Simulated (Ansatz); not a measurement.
## Electronic structure of CHAlBF (SMILES F[B+][CH][Al]) (charge +1, doublet) in real space

The calculation's input:

```
crystal:
  periodic: [false, false, false]
  atoms:
    - symbol: C
      position_ang: [-0.328194, -0.925027, -0.424640]
    - symbol: Al
      position_ang: [-0.214680, -2.597409, -1.258380]
    - symbol: B
      position_ang: [-0.788481, -0.745845, 0.887145]
    - symbol: F
      position_ang: [-1.214235, -0.662442, 2.074535]
    - symbol: H
      position_ang: [-0.000272, -0.098488, -1.058387]
basis:
  gaussian:
    orbitals: def2-TZVPD
total_charge: 1
magnetization:
  spin_polarized: true
  initial_magnetization: 1
hamiltonian:
  xc: {name: PBE0}
output:
  forces: true
  orbitals: {seedname: orbitals}
```

Command:

```sh
ansatz run input.yaml --threads 1 --pin off --max-ram 2610MiB --events-out events.jsonl --progress --plain --runs-dir runs
```

Geometry: B3LYP/6-31G*.

The calculation used isolated molecule in a Gaussian basis; Kohn-Sham density functional theory, functional PBE0 (Ansatz).

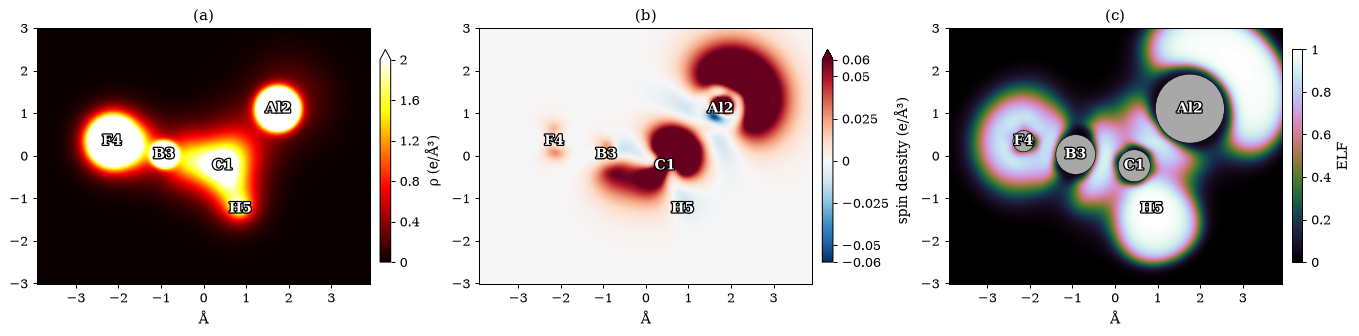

Figure 1. (a) total electron density; (b) spin density (α minus β); (c) electron localisation function on the molecular plane. Grey discs cover the atomic cores in the ELF map.

Q: Read the bonding off the picture.

A: Atoms in the plane: C, Al, B, F and H. B–F (1.26 Å): the density is about 2.6 e/Å³ at the midpoint; the ELF peaks at about 0.85 between the atoms (a short, strongly polar bond). C–B (1.40 Å): ρ is about 1.8 e/Å³ halfway; the ELF peaks at about 0.90 between the atoms: a covalent bond. C–Al (1.87 Å): ρ is about 0.72 e/Å³ halfway; the ELF peaks at about 0.90 between the atoms, as expected for a shared but strongly polarised pair. C–H (1.09 Å): ρ at the midpoint is about 1.9 e/Å³; the ELF climbs to about 1 towards the hydrogen, as it does in any bond to H; a covalent bond by its length. The ELF also peaks beside F4, away from the bonds: non-bonding electrons, paired or unpaired. The unpaired spin (1 electron) lies mostly on Al2 (about 0.8) and C1 (about 0.2), in electrons by Hirshfeld's partition.

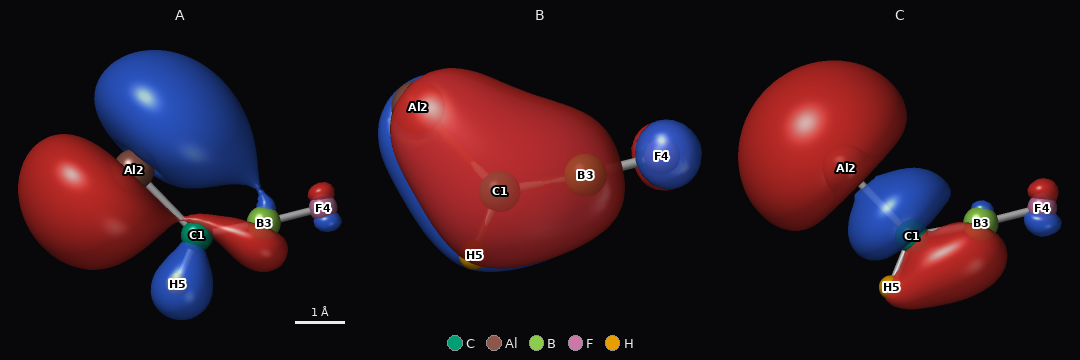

Figure 2. Three frontier orbitals at ±0.08 Å⁻³ᐟ² (red and blue are the two phases), in no order.

Q: Which picture is the HOMO−1, the HOMO and the LUMO? All are α orbitals.

A: C is the HOMO−1 (α) (−13.11 eV). Its weight (Hirshfeld) is mainly on Al2 (about 75 %) and C1 (about 20 %); it is symmetric in the molecular plane (an in-plane orbital: σ, lone-pair or in-plane π type). B is the HOMO (α) (−12.67 eV). By Hirshfeld shares it lies mainly on C1 (about 55 %), B3 (about 20 %) and Al2 (about 15 %); it changes sign across the molecular plane (π type); π-bonding across C1–Al2 and C1–B3. A is the LUMO (α) (−7.57 eV). It lies mainly on Al2 (about 85 %) and C1 (about 5 %); it is symmetric in the molecular plane (an in-plane orbital: σ, lone-pair or in-plane π type).

Q: What is the gap between the highest occupied and lowest empty α orbitals?

A: 5.10 eV between the orbital energies.
